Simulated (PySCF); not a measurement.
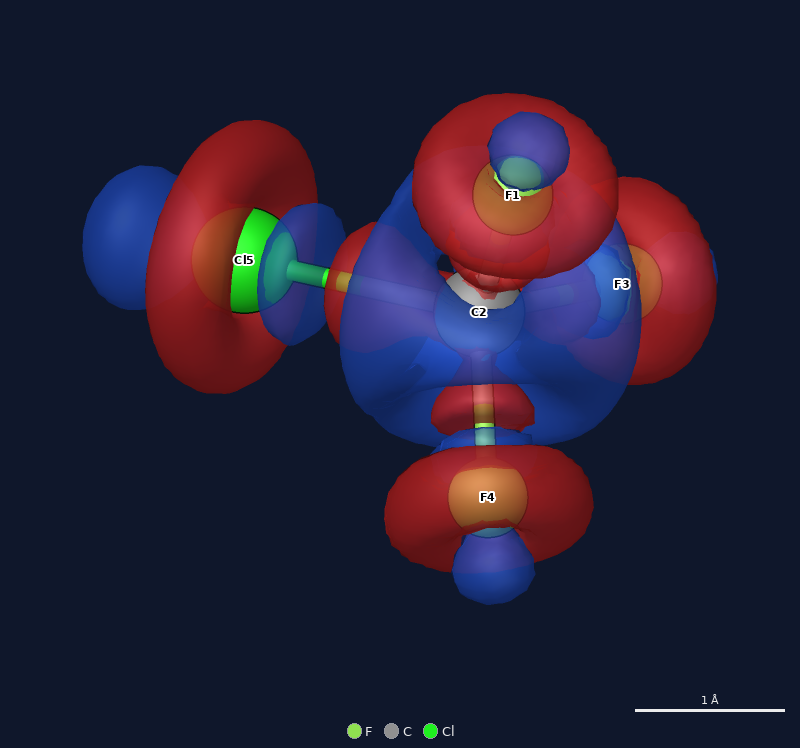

Figure. CClF3, SMILES `FC(F)(F)Cl`. Deformation density (molecule less spherical, spin-averaged free atoms at the same positions), surfaces at ±0.07 e/Å³; red: gain, blue: loss.

Level of theory: PBE0/cc-pVDZ (PySCF), at a geometry from GFN2-xTB. No frequency check shows the geometry to be a minimum. GFN2-xTB bond lengths at metals and heavier atoms can be off by up to 0.1 Å and shapes distorted, which carries into these values.

Geometry (Å), atoms numbered from 1:

```
F1       0.8189   -0.6470    1.0543
C2       0.3510    0.0000    0.0000
F3       0.8185    1.2367    0.0330
F4       0.8181   -0.5897   -1.0877
Cl5     -1.4238    0.0000    0.0002
```

> Describe the bonding that the map shows.

C2–Cl5: +0.28 e/Å³ at the bond critical point (bond length 1.77 Å, Mayer order 1.1). C2–F3, C2–F4 and F1–C2: +0.15 e/Å³ at the bond critical point (bond length 1.32 Å, Mayer order 1.2). In all, 1.0 electrons gather in the regions of gain relative to the promolecule. A small or negative value marks a very polar bond, one between electron-rich atoms, whose free-atom densities already overlap strongly, a long bond to a heavier atom, or a closed-shell contact such as a hydrogen bond.
